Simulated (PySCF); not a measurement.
## Electronic structure of C₂H₇F₃OSi₂ in real space

```csv
atom,x (Å),y (Å),z (Å)
F,-2.8008,0.9558,0.4964
C,-2.5138,-0.3337,0.1227
C,-1.0087,-0.4989,-0.0408
F,-0.7332,-0.8566,-1.3378
F,-0.5998,-1.5871,0.6903
Si,0.0253,1.0761,0.4452
O,1.5660,0.6798,0.2611
Si,2.8869,-0.1914,-0.1711
H,-2.8917,-0.9910,0.9104
H,-3.0370,-0.5235,-0.8185
H,-0.3222,2.1082,-0.5183
H,-0.2164,1.3240,1.8572
H,2.5234,-1.6032,-0.1857
H,3.2640,0.3096,-1.4902
H,3.8538,0.1398,0.8722
```

Geometry: GFN2-xTB.

All numbers below come from PySCF 2.14.0, PBE0/def2-SVPD, SCF density, gas phase.

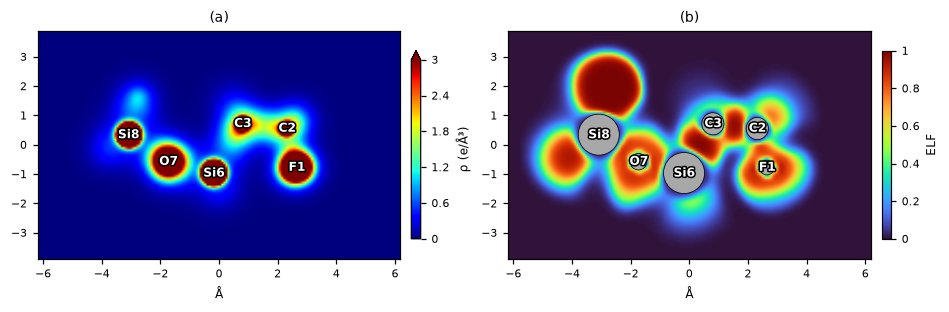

Figure 1. (a) electron density; (b) ELF on the plane of atoms C3, Si6 and O7. Grey discs cover the atomic cores in the ELF map.

Describe what can be read from this map.

Answer. The plane passes through F, C, Si and O nuclei. C–F (1.37 Å): ρ is about 2.1 e/Å³ halfway, with its minimum of 1.6 e/Å³ about 0.5 Å from C; the ELF peaks at about 0.85 between the atoms, as expected for a polar covalent bond. C–C (1.52 Å): ρ is about 1.8 e/Å³ halfway; the ELF peaks at about 1 between the atoms, as expected for localised, covalent bonding. Si–O (1.60 Å): the density is about 1.2 e/Å³ at the midpoint; the ELF peaks at about 0.85 between the atoms: a short, strongly polar bond. C–Si (1.95 Å): ρ at the midpoint is about 0.93 e/Å³; the ELF peaks at about 1 between the atoms (a covalent bond). The ELF also peaks beside O7 and F1, away from the bonds: lone-pair regions.

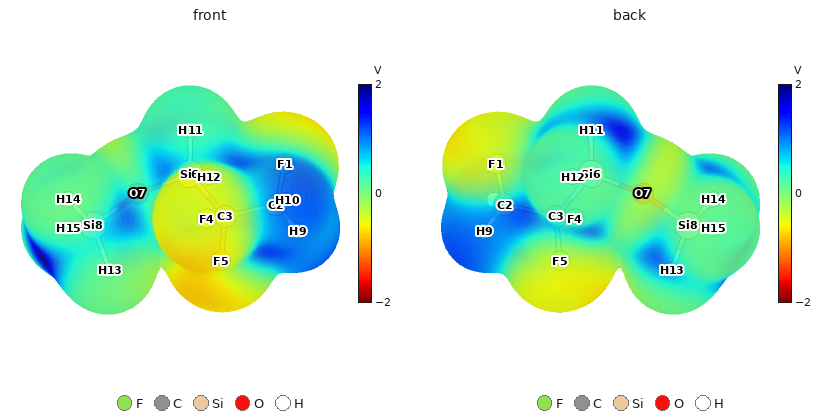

Figure 2. The electrostatic potential painted on the density surface at 0.002 e/bohr³, seen from the front and from behind; red is negative and blue positive.

Which sites attract a positive test charge, and which a negative one?

Answer. A positive charge is drawn to the negative regions and a negative charge to the positive ones. The most negative region (about −0.8 V, or −18 kcal/mol for a unit charge) lies over F4 and F5, the most positive (about +1.6 V, or +37 kcal/mol for a unit charge) over Si8.

What dipole moment does the calculation give?

Answer. Its dipole moment is 0.23 D.
